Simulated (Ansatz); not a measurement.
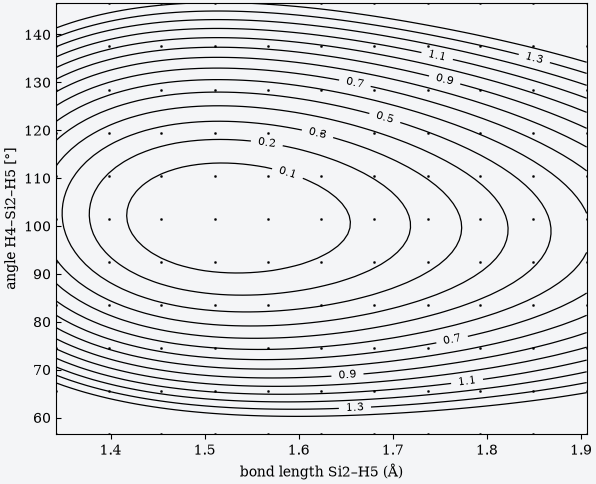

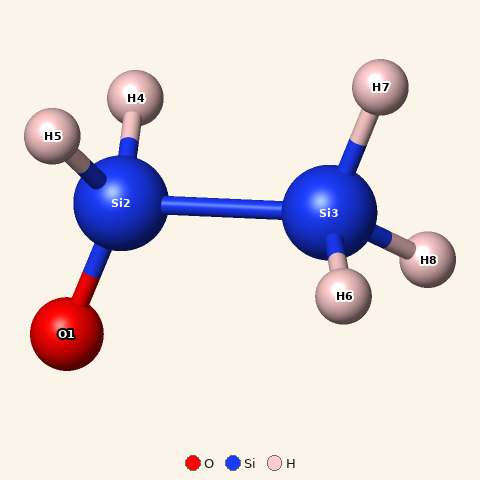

Energy landscape of H5OSi2, SMILES [O-][SiH2][SiH3], charge −1. 
- The first coordinate is: bond length Si2–H5; the second: angle H4–Si2–H5.
- Nothing is relaxed (all other coordinates rigid).
- Grid: 11 × 11 points.
- Points are written as (first, second).
- All energies are given in eV relative to the relaxed molecule at the same level.
- All numbers below come from Ansatz 0.2.0, RKS CAM-B3LYP-D4/def2-SVPD.

The picture shows contour lines labelled in eV (none above 1.4), dots at the grid points. Between grid points the surface is interpolated. The second picture is the structure at the lowest point.

> Describe this landscape.

The lowest grid point is at (1.511 Å, 101.5°), 0.0014 eV from the relaxed molecule at the same level. It is the only kind of minimum in the scanned range. The highest grid point, (1.342 Å, 56.5°), lies 2.18 eV above the lowest. Round the minimum the two coordinates are weakly coupled (coupling 0.07 in units of the two stiffnesses).

Grid values (eV):

```tsv
angle H4–Si2–H5 ↓, bond length Si2–H5 →	1.342	1.398	1.454	1.511	1.567	1.624	1.680	1.737	1.793	1.849	1.906
146.5	1.69	1.51	1.42	1.39	1.41	1.47	1.55	1.65	1.77	1.89	2.03
137.5	1.20	1.03	0.94	0.91	0.93	0.99	1.07	1.17	1.29	1.41	1.55
128.5	0.82	0.64	0.55	0.52	0.54	0.60	0.68	0.79	0.90	1.03	1.17
119.5	0.54	0.36	0.27	0.23	0.25	0.31	0.39	0.50	0.61	0.74	0.88
110.5	0.37	0.19	0.10	0.06	0.08	0.13	0.21	0.31	0.42	0.55	0.68
101.5	0.33	0.14	0.04	0.00	0.01	0.06	0.14	0.23	0.34	0.46	0.59
92.5	0.41	0.22	0.11	0.07	0.07	0.11	0.18	0.27	0.37	0.49	0.61
83.5	0.63	0.43	0.32	0.26	0.26	0.29	0.36	0.44	0.53	0.63	0.75
74.5	0.99	0.79	0.66	0.60	0.59	0.61	0.66	0.73	0.81	0.90	1.01
65.5	1.51	1.30	1.16	1.09	1.06	1.07	1.11	1.16	1.22	1.30	1.39
56.5	2.19	1.96	1.81	1.72	1.67	1.66	1.68	1.71	1.75	1.80	1.87
```

Each point was launched as `ansatz run input.yaml --threads 1 --pin off --max-ram 2560MiB --backend cpu --events-out ev --progress --plain --runs-dir out`. Time for the 121 points that were run: 8.6 min on 1 thread of Arm Neoverse V2, with other jobs on the host.
